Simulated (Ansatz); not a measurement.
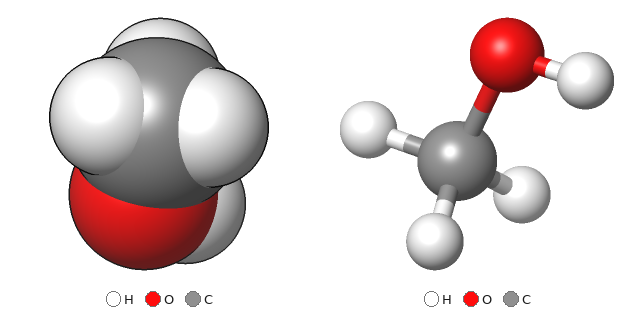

The same structure drawn twice, from different directions.

> Which formula does it have?

CH4O, 6 atoms: 1 carbon, 4 hydrogen and 1 oxygen.

> Count the bonded pairs by element.

3 C–H, 1 O–H, 1 C–O. Sticks follow a distance rule.

> What is the point group of this geometry?

Cs.

> How many sets of symmetry-equivalent atoms are there?

5: 1 H, 1 O, 1 C, 2 H, 1 H.

More results for the same structure follow; atom numbers are the same in all pictures, views and colours differ. The geometry was computed by an optimisation with PBE0-D4/def2-TZVP.

### Geometry

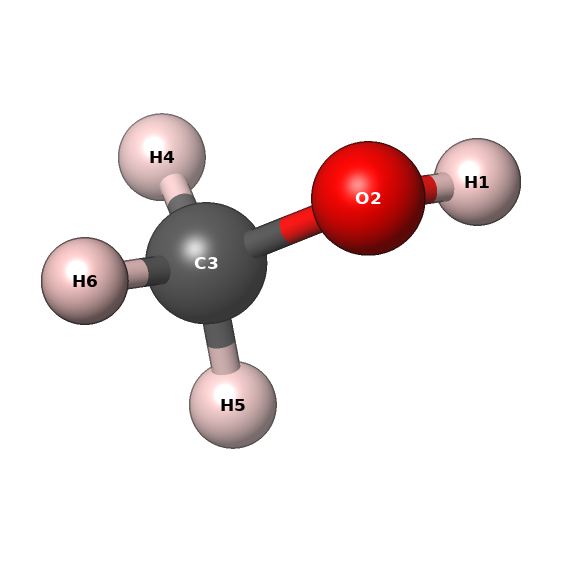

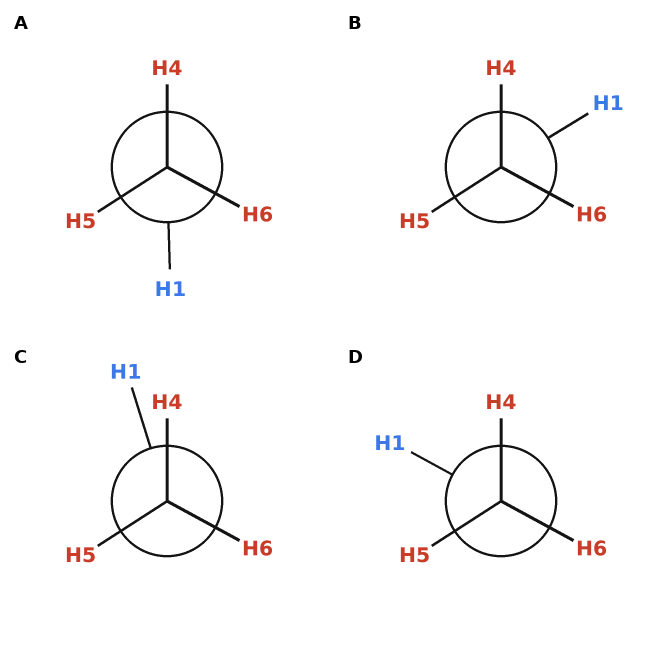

Distant atoms are faded towards the background colour. Bonds that would overlap in a projection are set slightly apart.

> Which Newman projection shows the view along C3–O2, with C3 in front?

D. The torsion angle H4–C3–O2–H1 is −62°, synclinal (gauche).

### Dipole moment

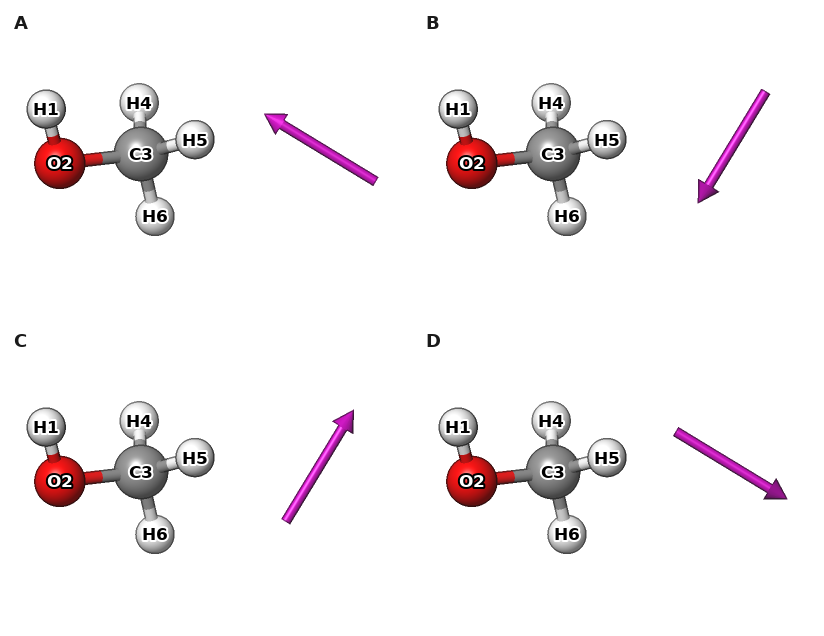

The same molecule four times, each with an arrow. Method: RKS PBE0-D4/def2-TZVP (Ansatz 0.2.0).

> Which arrow points along the dipole moment, from the negative to the positive end?

C. The dipole moment is 1.67 D; it points from the side of O2, H6 to the side of H4, H5 (the outermost atoms at the two ends).

### Vibrations

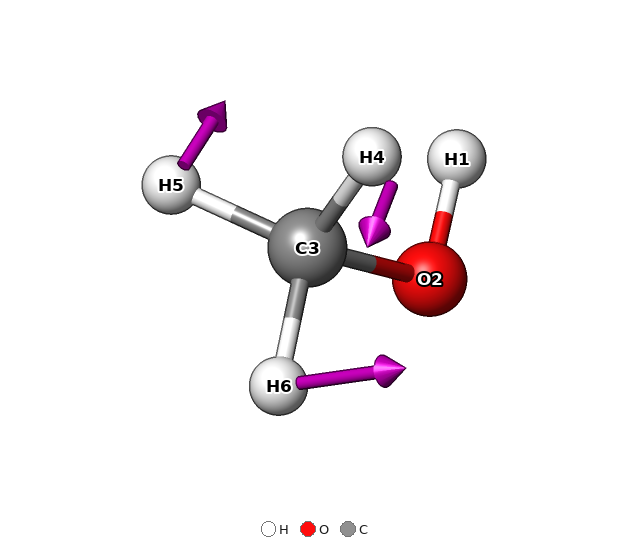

The arrows show one normal mode. Harmonic vibrations computed with RKS PBE0-D4/def2-TZVP (Ansatz 0.2.0) at a stationary point of the same level.

> Describe the motion.

Mostly H–C–H bending.

> At what wavenumber does it lie?

1490 cm⁻¹; it is mode 7 of 12 counted from the lowest.

### Electronic properties

Properties computed with RKS PBE0-D4/def2-TZVPP (Ansatz 0.2.0).

> Estimate the HOMO energy (Kohn–Sham orbital).

−7.89 eV.

> What is the HOMO–LUMO gap?

8.99 eV.
